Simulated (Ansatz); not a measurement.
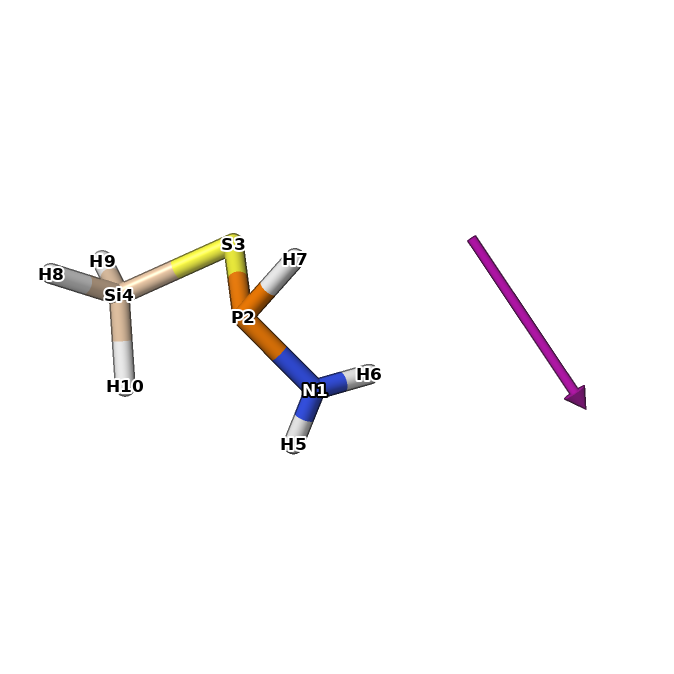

The arrow beside the molecule shows the direction of the dipole moment, from the negative to the positive end (its length means nothing). The geometry was computed by an optimisation with PBE0-D4/def2-TZVP. Level of theory: RKS ωB97M-V/def2-TZVPP (Ansatz 0.2.0).

Q: How large is the dipole moment?

A: 1.62 D; it points from the side of H8 to the side of H5 (the outermost atoms at the two ends).
